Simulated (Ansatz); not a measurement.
**Geometry relaxation, with input and output: AlH5O (part 2 of 2)**

The same run, continued: AlH5O, SMILES [OH2+][AlH3-]; RKS PBE/def2-SVP (Ansatz 0.2.0). It belongs to a series of runs on one base structure; here: start relaxed.

Geometry of the input (Å):
```
O  -0.3473  -1.1963  -0.1185
Al 0.0216  0.6312  -0.1033
H  -0.6207  -1.3738  0.8010
H  0.5369  -1.5947  -0.3269
H  0.4936  1.0858  -1.5769
H  -1.2588  1.4920  0.3353
H  1.2360  0.8878  0.9436
```

Trajectory as extended XYZ, continued:
```
7
Properties=species:S:1:pos:R:3:forces:R:3 step=8 energy=-8715.19183
O    -0.2810   -1.1344   -0.1206    0.0370  -0.0068  -0.0245
Al    0.1144    0.8809   -0.1239   -0.0055   0.0065   0.0080
H    -0.7679   -1.4136    0.6791   -0.0203  -0.0032   0.0194
H     0.5128   -1.7037   -0.1657   -0.0105  -0.0014   0.0030
H     0.4819    1.0877   -1.6745    0.0004   0.0014  -0.0162
H    -1.3357    1.3208    0.4250   -0.0092   0.0053   0.0050
H     1.3366    0.8944    0.9349    0.0080  -0.0020   0.0053
7
Properties=species:S:1:pos:R:3:forces:R:3 step=9 energy=-8715.19115 accepted=F
O    -0.2632   -1.1421   -0.1314    0.1736  -0.2323   0.1469
Al    0.1231    0.8793   -0.1360    0.0026  -0.0202  -0.0082
H    -0.8325   -1.3916    0.6290    0.1274   0.0562  -0.1659
H     0.5369   -1.7131   -0.0714   -0.2802   0.1830  -0.0021
H     0.4615    1.1408   -1.6858   -0.0131  -0.0133   0.0015
H    -1.3253    1.2752    0.4475   -0.0328   0.0263   0.0116
H     1.3608    0.8834    0.9024    0.0224   0.0004   0.0161
7
Properties=species:S:1:pos:R:3:forces:R:3 step=10 energy=-8715.19239
O    -0.2632   -1.1355   -0.1234   -0.0314  -0.0276   0.0285
Al    0.1181    0.8845   -0.1249    0.0277  -0.0230  -0.0164
H    -0.8029   -1.4078    0.6456    0.0133   0.0154  -0.0289
H     0.5219   -1.7182   -0.1231    0.0034   0.0200   0.0023
H     0.4684    1.1038   -1.6791   -0.0067   0.0088   0.0031
H    -1.3327    1.3069    0.4383   -0.0058  -0.0017   0.0056
H     1.3516    0.8983    0.9210   -0.0007   0.0081   0.0057
7
Properties=species:S:1:pos:R:3:forces:R:3 step=11 energy=-8715.19291
O    -0.2539   -1.1418   -0.1305    0.0153  -0.0879   0.0884
Al    0.1258    0.8796   -0.1303    0.0033   0.0081  -0.0134
H    -0.8360   -1.3984    0.6149    0.0676   0.0331  -0.0894
H     0.5320   -1.7241   -0.0752   -0.0818   0.0710   0.0028
H     0.4525    1.1273   -1.6859    0.0015  -0.0064   0.0158
H    -1.3230    1.2877    0.4508   -0.0099  -0.0069   0.0043
H     1.3639    0.9017    0.9104    0.0041  -0.0110  -0.0085
7
Properties=species:S:1:pos:R:3:forces:R:3 step=12 energy=-8715.19291
O    -0.2463   -1.1398   -0.1363    0.0831  -0.1770   0.1240
Al    0.1271    0.8826   -0.1338    0.0042  -0.0448  -0.0140
H    -0.8619   -1.3851    0.5870    0.1091   0.0380  -0.1193
H     0.5443   -1.7130   -0.0294   -0.1891   0.1334  -0.0080
H     0.4448    1.1392   -1.6895   -0.0098   0.0152   0.0162
H    -1.3238    1.2634    0.4634    0.0049   0.0216   0.0002
H     1.3771    0.8847    0.8929   -0.0023   0.0137   0.0010
7
Properties=species:S:1:pos:R:3:forces:R:3 step=13 energy=-8715.19508
O    -0.2311   -1.1520   -0.1453    0.0200   0.0144  -0.0151
Al    0.1300    0.8751   -0.1399    0.0088  -0.0051  -0.0106
H    -0.8913   -1.3779    0.5387   -0.0184  -0.0096   0.0117
H     0.5532   -1.7048    0.0413   -0.0010   0.0005   0.0067
H     0.4231    1.1647   -1.6935   -0.0052   0.0011   0.0076
H    -1.3128    1.2529    0.4789   -0.0057   0.0014   0.0018
H     1.3901    0.8740    0.8741    0.0015  -0.0027  -0.0021
7
Properties=species:S:1:pos:R:3:forces:R:3 step=14 energy=-8715.19063 accepted=F
O    -0.1934   -1.1685   -0.1623    0.2151  -0.3050   0.3649
Al    0.1397    0.8685   -0.1520    0.0008  -0.0236  -0.0156
H    -0.9617   -1.3571    0.4250    0.3052   0.0151  -0.1810
H     0.5724   -1.6803    0.2038   -0.5247   0.3071  -0.1861
H     0.3720    1.2153   -1.7047    0.0048  -0.0076   0.0271
H    -1.2928    1.2136    0.5137   -0.0018   0.0049   0.0045
H     1.4250    0.8406    0.8307    0.0006   0.0092  -0.0139
7
Properties=species:S:1:pos:R:3:forces:R:3 step=15 energy=-8715.19557
O    -0.2129   -1.1590   -0.1522    0.0570  -0.0902   0.0991
Al    0.1353    0.8722   -0.1455   -0.0003  -0.0102  -0.0088
H    -0.9267   -1.3695    0.4856    0.0923   0.0075  -0.0713
H     0.5630   -1.6955    0.1179   -0.1498   0.0913  -0.0289
H     0.3983    1.1906   -1.6986    0.0024  -0.0034   0.0106
H    -1.3037    1.2343    0.4939   -0.0025   0.0022   0.0063
H     1.4079    0.8589    0.8531    0.0009   0.0027  -0.0068
7
Properties=species:S:1:pos:R:3:forces:R:3 step=16 energy=-8715.19623
O    -0.2039   -1.1617   -0.1562    0.0416  -0.0516   0.0710
Al    0.1345    0.8714   -0.1455    0.0223  -0.0098  -0.0151
H    -0.9408   -1.3703    0.4537    0.0564  -0.0047  -0.0387
H     0.5631   -1.6880    0.1524   -0.1033   0.0637  -0.0242
H     0.3913    1.1920   -1.6987   -0.0111   0.0053   0.0064
H    -1.2995    1.2295    0.5080   -0.0030  -0.0006  -0.0020
H     1.4166    0.8591    0.8407   -0.0029  -0.0023   0.0026
7
Properties=species:S:1:pos:R:3:forces:R:3 step=17 energy=-8715.19685
O    -0.1921   -1.1638   -0.1568    0.0195  -0.0295   0.0344
Al    0.1410    0.8700   -0.1483   -0.0146  -0.0090  -0.0028
H    -0.9566   -1.3712    0.4178    0.0334   0.0012  -0.0225
H     0.5612   -1.6786    0.1972   -0.0492   0.0280  -0.0117
H     0.3720    1.2045   -1.7022    0.0094   0.0012   0.0057
H    -1.2914    1.2195    0.5145   -0.0017   0.0066   0.0061
H     1.4272    0.8515    0.8321    0.0031   0.0016  -0.0091
7
Properties=species:S:1:pos:R:3:forces:R:3 step=18 energy=-8715.19716
O    -0.1798   -1.1695   -0.1566   -0.0178  -0.0310   0.0443
Al    0.1401    0.8662   -0.1509    0.0018   0.0218   0.0054
H    -0.9713   -1.3797    0.3801    0.0577   0.0072  -0.0361
H     0.5599   -1.6697    0.2439   -0.0440   0.0311  -0.0140
H     0.3609    1.2192   -1.7019   -0.0010  -0.0140  -0.0026
H    -1.2859    1.2201    0.5251    0.0026  -0.0097   0.0022
H     1.4374    0.8454    0.8146    0.0006  -0.0054   0.0008
7
Properties=species:S:1:pos:R:3:forces:R:3 step=19 energy=-8715.19701 accepted=F
O    -0.1679   -1.1664   -0.1588   -0.0356  -0.0956   0.1082
Al    0.1410    0.8708   -0.1500    0.0072  -0.0305   0.0004
H    -0.9846   -1.3806    0.3401    0.1300   0.0202  -0.0667
H     0.5574   -1.6544    0.2844   -0.1017   0.0654  -0.0454
H     0.3495    1.2154   -1.7045   -0.0077   0.0122   0.0031
H    -1.2821    1.2100    0.5407    0.0102   0.0132  -0.0047
H     1.4479    0.8372    0.8023   -0.0024   0.0151   0.0050
7
Properties=species:S:1:pos:R:3:forces:R:3 step=20 energy=-8715.19751
O    -0.1752   -1.1686   -0.1583   -0.0004  -0.0058   0.0043
Al    0.1408    0.8679   -0.1500    0.0004   0.0033   0.0000
H    -0.9764   -1.3837    0.3594    0.0066   0.0002  -0.0053
H     0.5580   -1.6595    0.2628   -0.0064   0.0049   0.0004
H     0.3543    1.2149   -1.7032   -0.0005  -0.0012  -0.0001
H    -1.2821    1.2185    0.5333   -0.0002  -0.0001   0.0014
H     1.4419    0.8425    0.8104    0.0005  -0.0013  -0.0007
7
Properties=species:S:1:pos:R:3:forces:R:3 step=21 energy=-8715.19765
O    -0.1664   -1.1702   -0.1596    0.0073  -0.0288   0.0325
Al    0.1418    0.8676   -0.1504   -0.0002   0.0006  -0.0006
H    -0.9856   -1.3899    0.3281    0.0306   0.0053  -0.0152
H     0.5555   -1.6485    0.2961   -0.0374   0.0212  -0.0165
H     0.3431    1.2174   -1.7046    0.0001   0.0014   0.0008
H    -1.2764    1.2178    0.5432   -0.0003   0.0009   0.0007
H     1.4492    0.8377    0.8015   -0.0001  -0.0005  -0.0017
7
Properties=species:S:1:pos:R:3:forces:R:3 step=22 energy=-8715.19772
O    -0.1609   -1.1713   -0.1596    0.0032  -0.0295   0.0328
Al    0.1418    0.8676   -0.1509    0.0047  -0.0035  -0.0003
H    -0.9901   -1.3936    0.3097    0.0338   0.0051  -0.0152
H     0.5533   -1.6414    0.3164   -0.0386   0.0218  -0.0181
H     0.3372    1.2201   -1.7052   -0.0021   0.0019   0.0009
H    -1.2735    1.2173    0.5489   -0.0001   0.0017   0.0000
H     1.4535    0.8334    0.7950   -0.0009   0.0024  -0.0001
7
Properties=species:S:1:pos:R:3:forces:R:3 step=23 energy=-8715.19779
O    -0.1560   -1.1730   -0.1601    0.0042  -0.0205   0.0276
Al    0.1432    0.8667   -0.1511    0.0006   0.0026  -0.0010
H    -0.9942   -1.3971    0.2920    0.0288   0.0045  -0.0115
H     0.5496   -1.6362    0.3347   -0.0314   0.0149  -0.0151
H     0.3303    1.2220   -1.7057    0.0003  -0.0001   0.0009
H    -1.2695    1.2165    0.5541   -0.0009   0.0002   0.0011
H     1.4581    0.8332    0.7904   -0.0016  -0.0016  -0.0019
7
Properties=species:S:1:pos:R:3:forces:R:3 step=24 energy=-8715.19784
O    -0.1499   -1.1739   -0.1599   -0.0010  -0.0105   0.0135
Al    0.1431    0.8671   -0.1515    0.0058  -0.0053  -0.0001
H    -0.9970   -1.4005    0.2730    0.0151  -0.0001  -0.0054
H     0.5459   -1.6293    0.3549   -0.0173   0.0095  -0.0087
H     0.3239    1.2238   -1.7066   -0.0017   0.0017   0.0014
H    -1.2665    1.2162    0.5603   -0.0002   0.0012  -0.0006
H     1.4618    0.8286    0.7842   -0.0006   0.0036  -0.0001
```

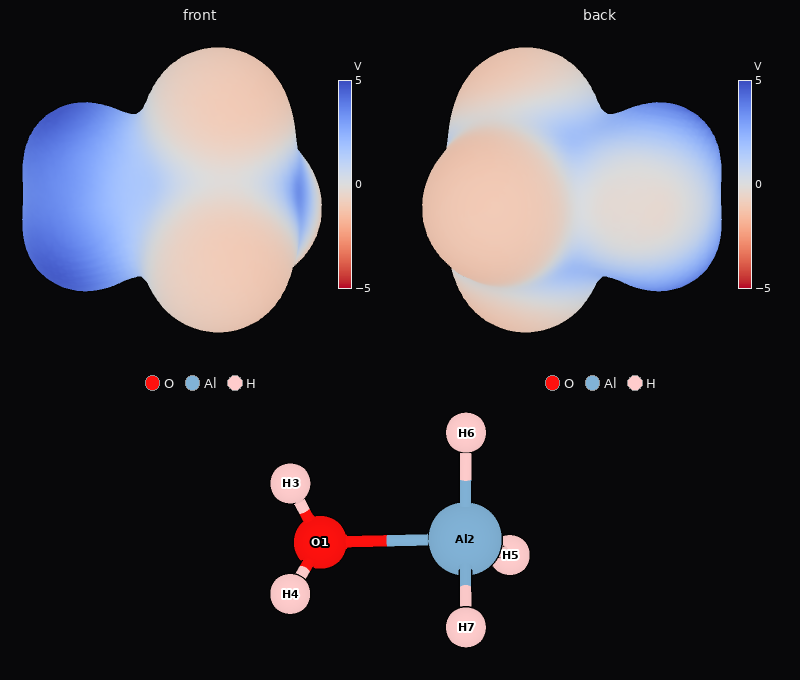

*The electrostatic potential painted on the density surface at 0.004 e/bohr³, seen at a tilt and from behind; the colour scale runs from red (negative) to blue (positive). The bare structure is drawn below in the same view.*

A positive charge is drawn to the negative regions and a negative charge to the positive ones.

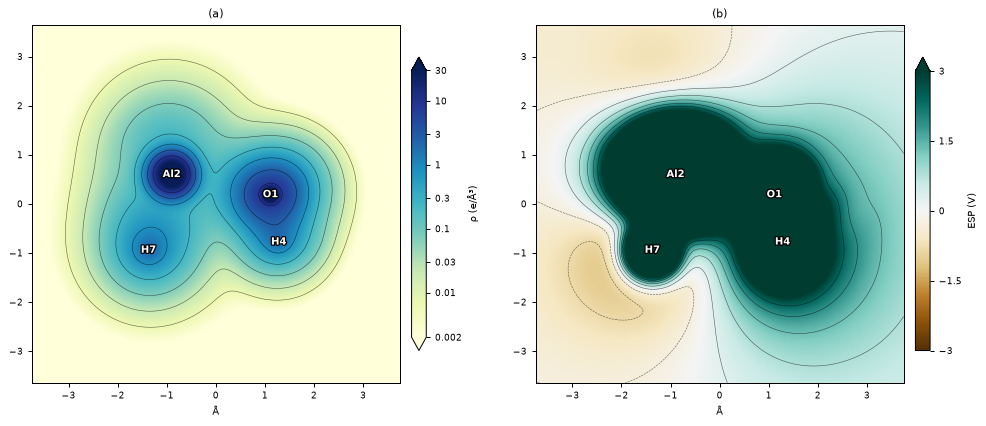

*(a) total electron density; (b) molecular electrostatic potential on the plane of atoms Al2, O1 and H4.*

Al–O (2.06 Å): ρ at the midpoint is about 0.36 e/Å³. O–H (0.98 Å): ρ at the midpoint is about 3.6 e/Å³, with its minimum of 2.3 e/Å³ about 0.8 Å from O. Al–H (1.62 Å): ρ is about 0.5 e/Å³ halfway.

Summary:

```tsv
quantity	value
outcome	converged
total energy	−8715.1979 eV
mean-field energy	−8715.1979 eV
largest force (length of the vector) at the end	0.022 eV/Å
wall time	24 s
peak memory	0.1 GiB
```
